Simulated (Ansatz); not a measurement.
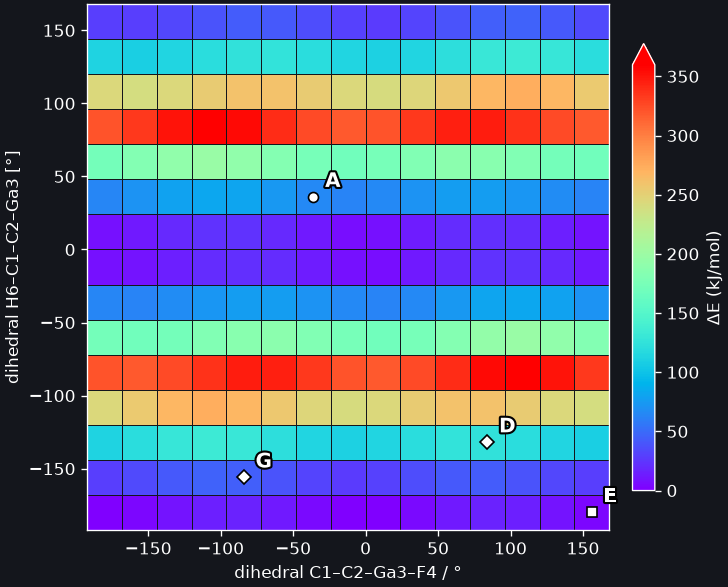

C₂H₃ClFGa, SMILES C=[CH][Ga]([F])[Cl]. The first coordinate is: dihedral C1–C2–Ga3–F4; the second: dihedral H6–C1–C2–Ga3. Nothing is relaxed (all other coordinates rigid). Grid: 15 × 15 points; 136 points were computed and 89 follow by symmetry. Energies are in kJ/mol, from the lowest grid point. Energies and slopes of some neighbouring points disagree (a jump in structure or state, or too coarse a mesh). The dihedral twists a double bond; near 90° a spin-restricted reference is unreliable. These are results of RKS r2SCAN0-D4/def2-SVP in Ansatz 0.2.0, not measurements.

Drawn: one coloured cell a grid point, one colour for all values above the top of the scale, lettered points.

Is G the lowest point of the computed grid?

Answer. No. G lies 45 kJ/mol above the lowest grid point, which is at dihedral C1–C2–Ga3–F4 = −12°, dihedral H6–C1–C2–Ga3 = −180°.

Rank the lettered points by energy, lowest first.

Answer. E (3.5 kJ/mol), G (45 kJ/mol), A (66 kJ/mol), D (125 kJ/mol).
